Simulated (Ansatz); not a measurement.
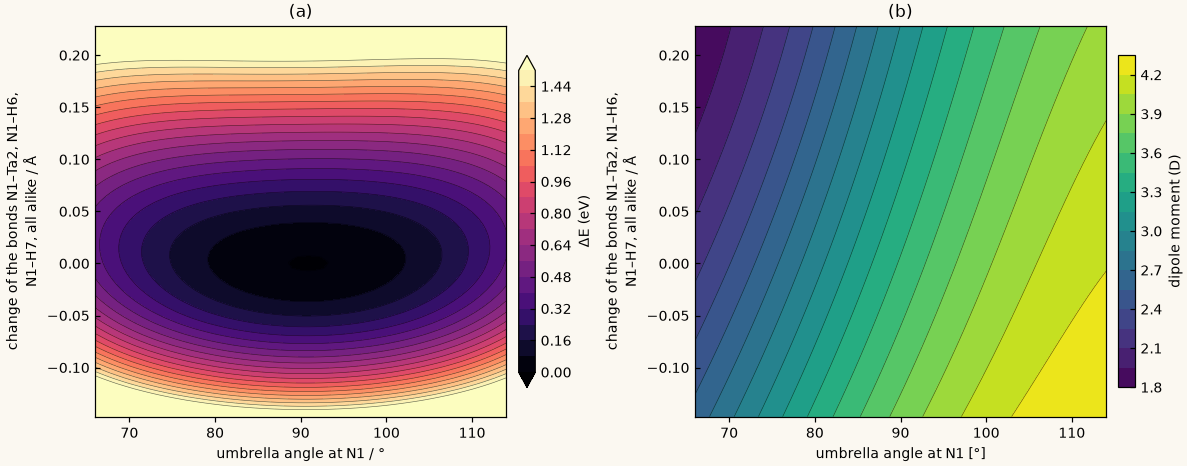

FH₃NO₂Ta, SMILES [NH2][Ta](=[O])([OH])[F]. First axis: umbrella angle at N1 (between each of its bonds and their common axis; 90 is planar). Second axis: change of the bonds N1–Ta2, N1–H6, N1–H7, all alike. Nothing is relaxed (all other coordinates rigid). The scan uses a 9 × 9 grid. Points are written as (first, second). All energies are given in eV relative to the lowest grid point. The calculation used Ansatz 0.2.0, RKS B3LYP-D4/def2-SVP.

Panel (a) is the energy; panel (b) is the computed dipole moment, in D.

Drawn: filled contours, one colour for all values above the top of the scale. Between grid points the surface is interpolated.

How does the dipole moment vary over the map, and what is it at the lowest grid point?

Answer. Leaving out the highest fifth of the energies, it runs from 1.88 D at (66°, 0.181 Å) to 4.29 D at (114°, −0.100 Å). At the lowest grid point, (90°, −0.007 Å), it is 3.48 D.

```tsv
second ↓, first →	66	72	78	84	90	96	102	108	114
0.228	1.84	2.01	2.30	2.65	3.00	3.33	3.60	3.80	3.94
0.181	1.88	2.08	2.39	2.74	3.09	3.41	3.67	3.87	4.00
0.134	1.93	2.17	2.49	2.84	3.18	3.49	3.74	3.93	4.05
0.087	2.01	2.28	2.60	2.95	3.28	3.57	3.81	3.99	4.10
0.040	2.11	2.39	2.72	3.06	3.38	3.66	3.88	4.05	4.15
−0.007	2.22	2.52	2.85	3.18	3.48	3.74	3.95	4.11	4.20
−0.054	2.34	2.65	2.97	3.29	3.59	3.83	4.03	4.17	4.25
−0.100	2.47	2.78	3.10	3.41	3.69	3.92	4.10	4.22	4.29
−0.147	2.61	2.92	3.24	3.54	3.80	4.02	4.18	4.29	4.34
```
